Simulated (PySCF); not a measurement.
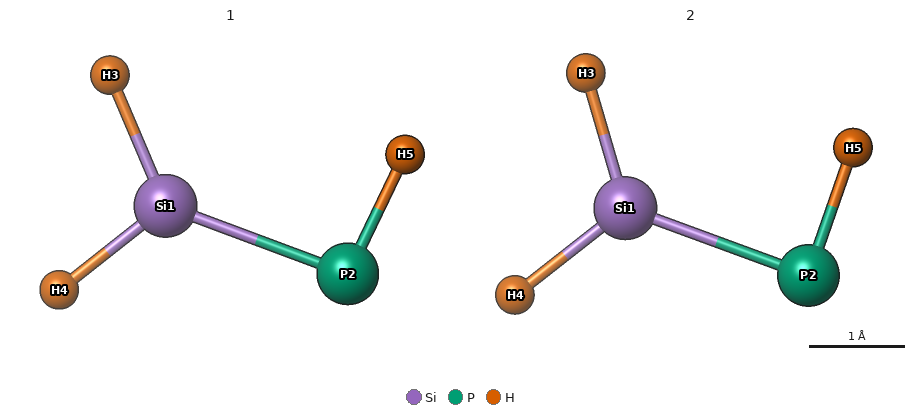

Two geometries of SiPH$_{3}$, drawn at one scale. One is the start of a relaxation, the other its converged end. Style: ball-and-stick. Shown face on.

These are results of PySCF 2.14.0, density-fitted response routines, PBE0-D3(BJ)/def2-TZVP geometry optimisation, gas phase, not measurements. 

### Which of the two is the end point?

Structure 2 is the relaxed one. The start comes from GFN2-xTB. Its atoms were then displaced at random by about 0.01 Å. The largest move after the best rigid fit is that of H3, 0.17 Å. By element the largest moves are H 0.17 Å, Si 0.03 Å, P 0.02 Å. Near-neighbour distances that change, for instance: Si1–H4 1.432 → 1.482 Å, P2–H5 1.395 → 1.425 Å, Si1–H3 1.497 → 1.483 Å, Si1–P2 2.055 → 2.062 Å. Bond angles that change, for instance: P2–Si1–H3 133.6° → 126.5°, H3–Si1–H4 105.0° → 111.6°, Si1–P2–H5 95.4° → 89.2°. Over 4 geometry steps the energy falls by 7.90 kJ/mol.
